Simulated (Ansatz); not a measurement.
# C₄H₂F (charge +1): what the fields show

The calculation's input:

```
crystal:
  periodic: [false, false, false]
  atoms:
    - symbol: C
      position_ang: [-3.071706, -0.201038, 0.930256]
    - symbol: C
      position_ang: [-1.933994, -0.121084, 0.455555]
    - symbol: C
      position_ang: [-0.729525, -0.058525, -0.039033]
    - symbol: C
      position_ang: [0.469162, 0.085653, -0.560838]
    - symbol: F
      position_ang: [1.356272, -0.854983, -0.569788]
    - symbol: H
      position_ang: [-4.068349, -0.271816, 1.346223]
    - symbol: H
      position_ang: [0.744932, 1.046428, -1.014947]
basis:
  gaussian:
    orbitals: def2-TZVPD
total_charge: 1
hamiltonian:
  xc: pbe0
output:
  forces: true
  orbitals: {seedname: orbitals}
```

Launched as:

```sh
ansatz run input.yaml --threads 1 --pin off --max-ram 2610MiB --events-out events.jsonl --progress --plain --runs-dir runs
```

Geometry: PBE0-D3(BJ)/pcseg-1.

Method: Ansatz, isolated molecule in a Gaussian basis; Kohn-Sham density functional theory, functional PBE0.

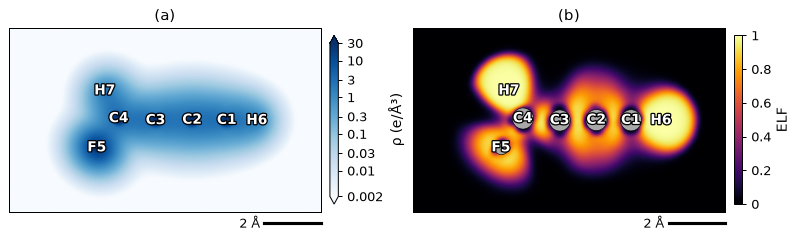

Figure 1. (a) electron density; (b) electron localisation function on the molecular plane. Grey discs cover the atomic cores in the ELF map.

Q: Read the bonding off the picture.

A:
- The plane passes through C, F and H nuclei.
- C–C (1.24 Å): ρ at the midpoint is about 2.7 e/Å³; the ELF peaks at about 0.90 between the atoms; a multiple bond.
- C–F (1.29 Å): ρ is about 2.6 e/Å³ halfway; the ELF peaks at about 0.85 between the atoms (a shared but strongly polarised pair).
- C–H (1.08 Å): ρ is about 2.2 e/Å³ halfway; the ELF climbs to about 1 towards the hydrogen, as it does in any bond to H; a covalent bond by its length.
- C–C (1.30 Å): the density is about 2.4 e/Å³ at the midpoint; the ELF peaks at about 0.90 between the atoms (a multiple bond).
- The ELF also peaks beside F5, away from the bonds: lone-pair regions.

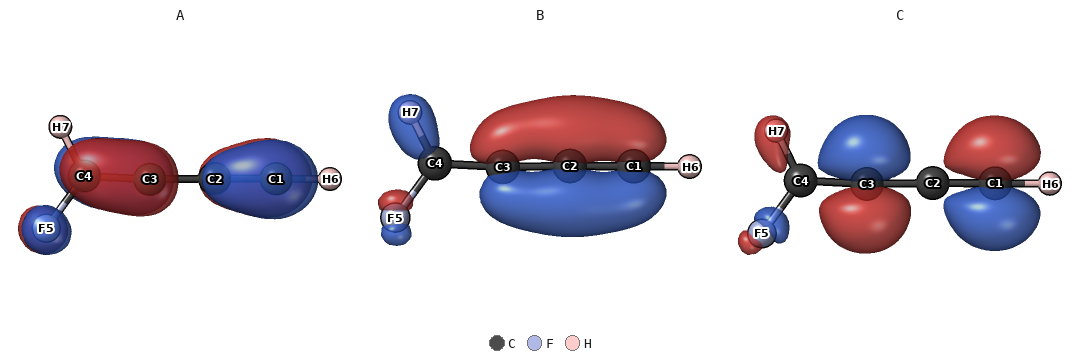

Figure 2. Three frontier orbitals at ±0.15 Å⁻³ᐟ² (red and blue are the two phases), in no order.

Q: Which picture is the HOMO−1, the HOMO and the LUMO?

A: B is the HOMO−1 (−16.60 eV). It lies mainly on C2 (about 45 %), C1 (about 25 %) and C3 (about 20 %); it is symmetric in the molecular plane (an in-plane orbital: σ, lone-pair or in-plane π type). A is the HOMO (−13.93 eV). By Hirshfeld shares it lies mainly on C1 (about 30 %), C3 (about 25 %), C4 (about 20 %), C2 (about 15 %) and F5 (about 10 %); it changes sign across the molecular plane (π type); π-bonding across C1–C2 and C3–C4; π-antibonding (a node) across C2–C3 and C4–F5. C is the LUMO (−10.81 eV). Its weight (Hirshfeld) is mainly on C3 (about 35 %), C1 (about 35 %), C2 (about 10 %) and C4 (about 10 %); it is symmetric in the molecular plane (an in-plane orbital: σ, lone-pair or in-plane π type).

Q: What is the HOMO–LUMO gap?

A: 3.12 eV between the orbital energies.

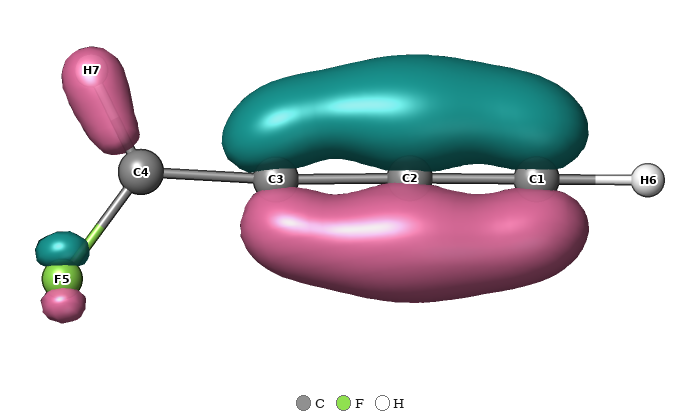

Figure 3. The HOMO−1 at ±0.2 Å⁻³ᐟ² (teal and pink are the two phases), seen across its widest extent.

Q: Describe this orbital and give its energy.

A: By Hirshfeld shares it lies mainly on C2 (about 45 %), C1 (about 25 %) and C3 (about 20 %); it is symmetric in the molecular plane (an in-plane orbital: σ, lone-pair or in-plane π type). Its energy is −16.60 eV.
